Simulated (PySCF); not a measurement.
SMILES C[Si](C)[Se][Si](C)(C)C, doublet at its GFN2-xTB optimised geometry (Å):

```
23

C     -1.1403     2.4152    -1.8086
Si    -1.0550     1.7892     0.0000
C     -2.7943     1.9341     0.7797
Se    -0.5337    -0.4995     0.0000
Si     1.7910    -0.4995     0.0000
C      2.4274     1.0496    -0.9119
C      2.3872    -0.4933     1.8106
C      2.3075    -2.0940    -0.9024
H     -0.1828     2.3264    -2.3114
H     -1.8653     1.8237    -2.3635
H     -1.4480     3.4549    -1.8489
H     -3.1230     2.9673     0.8273
H     -3.5111     1.3745     0.1824
H     -2.8083     1.5243     1.7847
H      2.0437     1.9568    -0.4535
H      2.1193     1.0443    -1.9525
H      3.5111     1.0893    -0.8874
H      1.9695    -1.3336     2.3566
H      3.4688    -0.5610     1.8669
H      2.0797     0.4156     2.3189
H      3.3870    -2.2065    -0.9171
H      1.8849    -2.9673    -0.4143
H      1.9553    -2.0902    -1.9297
```

Computed with PySCF 2.14.0 with unrestricted PBE0/def2-SVP. Cells within 0.4 Å of a nucleus heavier than hydrogen are left out (blank, or x).

Map of the spin density (e/bohr³) on the plane z = 0.0 Å:

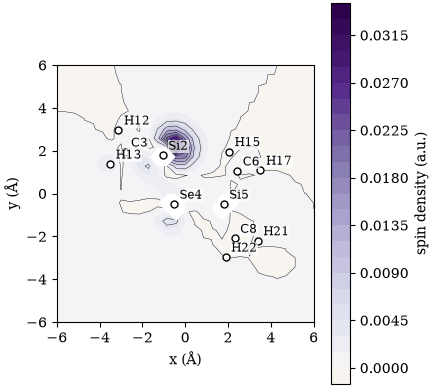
Figure: Spin density (e/bohr³) on the plane z = 0.0 Å.
